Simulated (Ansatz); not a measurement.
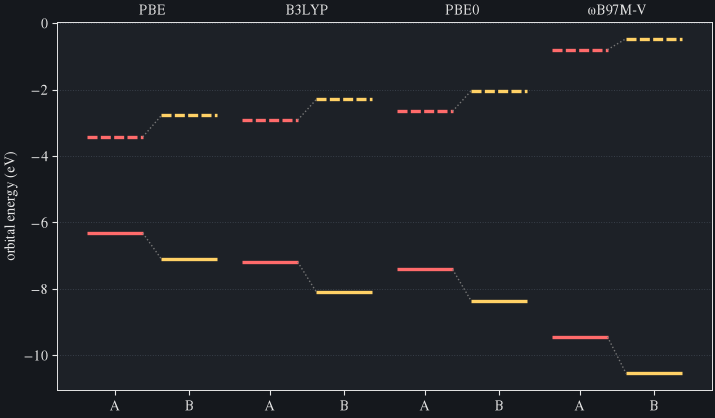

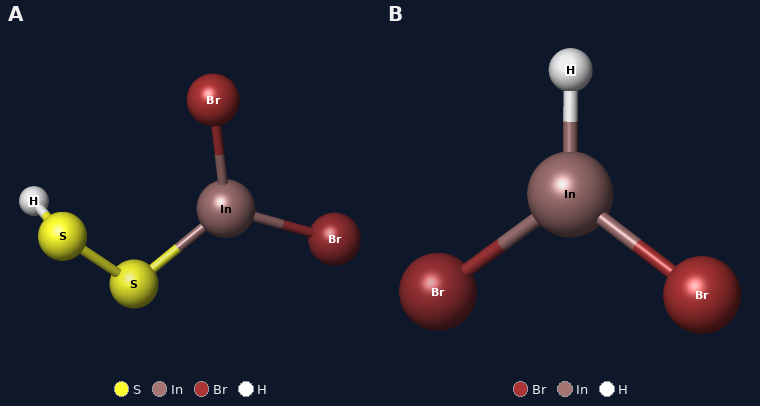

One change: A, InHS₂Br₂ (SMILES S[S][In]([Br])[Br]), becomes B, InHBr₂ (SMILES [Br][InH][Br]). HS₂ on In is replaced by H. HOMO (solid) and LUMO (dashed) computed in def2-TZVPP at PBE0-D4/def2-TZVP geometries, both minima by their frequencies, gas phase, the Ansatz code 0.2.0.

### What does the change do to HOMO and LUMO?

PBE: the HOMO falls by 0.78 eV, the LUMO rises by 0.65 eV, and the separation goes from 2.90 to 4.33 eV. B3LYP: the HOMO falls by 0.90 eV, the LUMO rises by 0.62 eV, and the separation goes from 4.27 to 5.80 eV. PBE0: the HOMO falls by 0.95 eV, the LUMO rises by 0.62 eV, and the separation goes from 4.76 to 6.33 eV. ωB97M-V: the HOMO falls by 1.10 eV, the LUMO rises by 0.33 eV, and the separation goes from 8.65 to 10.08 eV.

### Do the functionals agree on the effect?

They agree on the direction for both levels; the HOMO shift lies between −1.10 and −0.78 eV and the LUMO shift between 0.33 and 0.65 eV, while the separations themselves differ by up to 5.8 eV between functionals.

Caveats: core potentials past krypton; spin-orbit coupling is left out, and with In it can shift these values; one conformer of each flexible molecule.
